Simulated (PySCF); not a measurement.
# NOF (SMILES O=NF) at 5 levels

We compute a comparison of 5 runs (HF/STO-3G, PBE/pcseg-1, PBE0/def2-SVP, r2SCAN/6-311+G**, CCSD(T)/STO-3G) of NOF. The job is set up through a Python script.

Program for the calculation: PySCF 2.14.0.

## (1) The structure to begin with

NOF has 3 atoms, charge 0, and is taken as a singlet. As SMILES, `O=NF`. The coordinates come from a PBE0-D4/def2-TZVP relaxation.

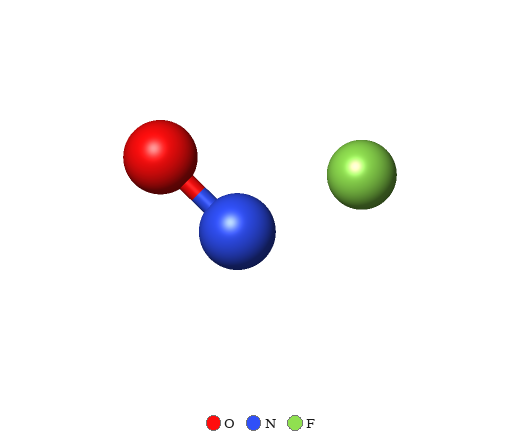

Viewed from a chosen angle; oxygen red, nitrogen blue, fluorine green.

## (2) Energy and forces at HF/STO-3G (run 1)

run.py

```python
# nitrosyl fluoride
from pyscf import gto

system = gto.M(
    atom='''
O    0.868350   0.242970   0.504740
N    0.148930  -0.482540   0.029910
F   -1.017290   0.239580  -0.534650
''',
    charge=0,
    basis='sto-3g',
    verbose=3,
    spin=0,
    max_memory=1860,
)

mf = system.RHF()
mf.conv_tol = 1e-10
mf.kernel()
if not mf.converged:
    mf = mf.newton().run(mf.mo_coeff, mf.mo_occ)

e_tot = mf.e_tot
print('E(%s) = %.9f' % ('HF', e_tot))
grad = mf.nuc_grad_method().kernel()
dip = mf.dip_moment()
pop, q = mf.mulliken_pop()
```

Started as:

```bash
$ OMP_NUM_THREADS=1 python run.py
```

The program printed:

```text
converged SCF energy = -225.498413325645
E(HF) = -225.498413326
--------------- RHF gradients ---------------
         x                y                z
0 O    -0.1539382232    -0.1668136759    -0.1028527486
1 N     0.2125191875     0.1376794945     0.1319830447
2 F    -0.0585809644     0.0291341814    -0.0291302960
----------------------------------------------
Dipole moment(X, Y, Z, Debye):  0.29868,  0.12920,  0.17854
 ** Mulliken pop  **
pop of  0 O 1s            1.99814
pop of  0 O 2s            1.84994
pop of  0 O 2px           1.41672
pop of  0 O 2py           1.62799
pop of  0 O 2pz           1.17349
pop of  1 N 1s            1.99761
pop of  1 N 2s            1.70192
pop of  1 N 2px           0.88641
pop of  1 N 2py           1.31770
pop of  1 N 2pz           0.92741
pop of  2 F 1s            1.99959
pop of  2 F 2s            1.97030
pop of  2 F 2px           1.48311
pop of  2 F 2py           1.80381
pop of  2 F 2pz           1.84585
 ** Mulliken atomic charges  **
charge of    0O =     -0.06628
charge of    1N =      0.16895
charge of    2F =     -0.10267
```

It took 0.6 s on 1 thread of Arm Neoverse V2, shared host; peak memory 0.12 GiB.

## (3) Energy and gradient at PBE/pcseg-1 (run 2)

job.py

```python
# nitrosyl fluoride
import pyscf.grad
from pyscf import gto, dft

system = gto.M(
    atom='''
O      1.640944     0.459147     0.953820
N      0.281437    -0.911868     0.056522
F     -1.922399     0.452741    -1.010342
''',
    spin=0,
    basis='pcseg-1',
    max_memory=1860,
    verbose=3,
    charge=0,
    unit='bohr',
)

mf = dft.RKS(system)
mf.xc = 'pbe'
mf.conv_tol = 1e-10
mf.grids.level = 5
mf.kernel()
if not mf.converged:
    mf = mf.newton().run(mf.mo_coeff, mf.mo_occ)

e_tot = mf.e_tot
print('E(%s) = %.9f' % ('PBE', e_tot))
grad = mf.Gradients().kernel()
mf.analyze()
```

Started as:

```bash
$ OMP_NUM_THREADS=1 python job.py
```

The program printed:

```text
converged SCF energy = -229.462532958571
E(PBE) = -229.462532959
--------------- RKS gradients ---------------
         x                y                z
0 O    -0.0407650192    -0.0365888893    -0.0264181525
1 N     0.0183106594     0.0477047001     0.0152473944
2 F     0.0224589477    -0.0111174579     0.0111739020
----------------------------------------------
**** MO energy ****
MO #1   energy= -24.2511517164861  occ= 2
MO #2   energy= -18.8893849285012  occ= 2
MO #3   energy= -14.1987969831617  occ= 2
MO #4   energy= -1.22912203724077  occ= 2
MO #5   energy= -1.07632422278516  occ= 2
MO #6   energy= -0.646198648827901 occ= 2
MO #7   energy= -0.535908660373431 occ= 2
MO #8   energy= -0.520257826047165 occ= 2
MO #9   energy= -0.487220071027807 occ= 2
MO #10  energy= -0.354609151563531 occ= 2
MO #11  energy= -0.334649531105789 occ= 2
MO #12  energy= -0.293687897984054 occ= 2
MO #13  energy= -0.161108638924493 occ= 0
MO #14  energy= -0.0323873835698176 occ= 0
MO #15  energy= 0.264913382388064  occ= 0
MO #16  energy= 0.518850196407443  occ= 0
MO #17  energy= 0.525960581820979  occ= 0
MO #18  energy= 0.569654166772316  occ= 0
MO #19  energy= 0.632460492056465  occ= 0
MO #20  energy= 0.689063913979707  occ= 0
MO #21  energy= 0.741368289211108  occ= 0
MO #22  energy= 0.744902882543866  occ= 0
MO #23  energy= 0.981368803173332  occ= 0
MO #24  energy= 1.03486587935076   occ= 0
MO #25  energy= 1.05695797298194   occ= 0
MO #26  energy= 1.50775733165205   occ= 0
MO #27  energy= 1.56848967543299   occ= 0
MO #28  energy= 1.59409471640635   occ= 0
MO #29  energy= 1.60562316873061   occ= 0
MO #30  energy= 1.64782024260497   occ= 0
MO #31  energy= 1.99244563292036   occ= 0
MO #32  energy= 2.07732950855397   occ= 0
MO #33  energy= 2.14038529975469   occ= 0
MO #34  energy= 2.32006565317037   occ= 0
MO #35  energy= 2.36421101518875   occ= 0
MO #36  energy= 2.39794006967743   occ= 0
MO #37  energy= 2.49237102398386   occ= 0
MO #38  energy= 2.59906520172324   occ= 0
MO #39  energy= 2.79268925851812   occ= 0
MO #40  energy= 2.85794726661051   occ= 0
MO #41  energy= 3.02315651724964   occ= 0
MO #42  energy= 3.20800770483926   occ= 0
 ** Mulliken atomic charges  **
charge of    0O =     -0.05986
charge of    1N =      0.33758
charge of    2F =     -0.27772
Dipole moment(X, Y, Z, Debye):  1.03709, -0.32791,  0.53602
```

It took 4.8 s on 1 thread of Arm Neoverse V2, shared host; peak memory 0.45 GiB.

Runs 3 to 4 aren't shown in full; the table further down has their settings and results.

## (4) The energy at CCSD(T)/STO-3G (run 5)

run.py

```python
from pyscf import gto, scf, cc

mol = gto.Mole()
mol.atom = 'O 0.868350 0.242970 0.504740; N 0.148930 -0.482540 0.029910; F -1.017290 0.239580 -0.534650'
mol.spin = 0
mol.basis = 'sto-3g'
mol.charge = 0
mol.verbose = 4
mol.max_memory = 1860
mol.build()

mf = scf.RHF(mol)
mf.conv_tol = 1e-10
mf.kernel()
if not mf.converged:
    mf = mf.newton().run(mf.mo_coeff, mf.mo_occ)

mycc = cc.CCSD(mf, frozen=3)
mycc.kernel()
e_t = mycc.ccsd_t()
energy = mycc.e_tot + e_t
print('E = %.10f Eh' % energy)
dip = mf.dip_moment()
pop, q = mf.mulliken_pop()
```

Started as:

```bash
$ OMP_NUM_THREADS=1 python run.py
```

The program printed:

```text
PySCF version 2.14.0

[INPUT] num. atoms = 3
[INPUT] num. electrons = 24
[INPUT] charge = 0
[INPUT] spin (= nelec alpha-beta = 2S) = 0
[INPUT] symmetry False subgroup None
[INPUT] Mole.unit = angstrom
[INPUT] Symbol           X                Y                Z      unit          X                Y                Z       unit  Magmom
[INPUT]  1 O      0.868350000000   0.242970000000   0.504740000000 AA    1.640943680266   0.459146756486   0.953820364113 Bohr   0.0
[INPUT]  2 N      0.148930000000  -0.482540000000   0.029910000000 AA    0.281436911731  -0.911868444148   0.056521708386 Bohr   0.0
[INPUT]  3 F     -1.017290000000   0.239580000000  -0.534650000000 AA   -1.922399489259   0.452740584923  -1.010342072499 Bohr   0.0

[... 48 lines left out ...]
converged SCF energy = -225.498413325645
[... 12 lines left out ...]
Init t2, MP2 energy = -225.644276452986  E_corr(MP2) -0.145863127341667
[... 13 lines left out ...]
CCSD converged
[... 3 lines left out ...]
Dipole moment(X, Y, Z, Debye):  0.29868,  0.12920,  0.17854
[... 19 lines left out ...]
charge of    2F =     -0.10267
```

It took 0.66 s on 1 thread of Arm Neoverse V2, shared host; peak memory 0.1 GiB.

## (5) All runs side by side

```csv
run,level,integration grid,task,energy (Eh),dipole moment (D) of the reference,HOMO energy (eV),LUMO energy (eV),wall time
1,HF/STO-3G,–,gradient,-225.498413,0.37,-9.70,5.73,0.6 s
2,PBE/pcseg-1,5,gradient,-229.462533,1.21,-7.99,-4.38,4.8 s
3,PBE0/def2-SVP,5,gradient,-229.295421,1.25,-9.51,-3.11,4.2 s
4,r2SCAN/6-311+G**,5,gradient,-229.687726,1.47,-8.66,-4.59,14 s
5,CCSD(T)/STO-3G,–,energy,-225.678310,0.37,-9.70,5.73,0.66 s
```

## (6) Outcome

| quantity | value |
| --- | --- |
| run 5: total energy | -225.67831 Eh |
| run 5: dipole moment (Hartree–Fock density) | 0.37 D |
| run 5: HOMO energy (Hartree–Fock orbitals) | -9.70 eV |
| run 5: LUMO energy (Hartree–Fock orbitals) | 5.73 eV |
| run 5: HOMO–LUMO gap (Hartree–Fock orbitals) | 15.43 eV |
| run 5: correlation energy (3 core orbitals frozen) | -179.9 mEh |
| run 5: (T) correction | -7.43 mEh |
| run 5: T1 diagnostic | 0.021 |

In words: Over runs 1, 2, 3, 4 the dipole moment (its size) runs from 0.37 D (HF/STO-3G) to 1.47 D (r2SCAN/6-311+G**). The two ends differ in method and basis. Over runs 1, 2, 3, 4 the HOMO–LUMO gap runs from 3.61 eV (PBE/pcseg-1) to 15.43 eV (HF/STO-3G). Totals of different functionals can't be ranked against each other. In runs 1, 5 the basis is minimal, so the values are rough. All runs together took 24 s, the longest 14 s.
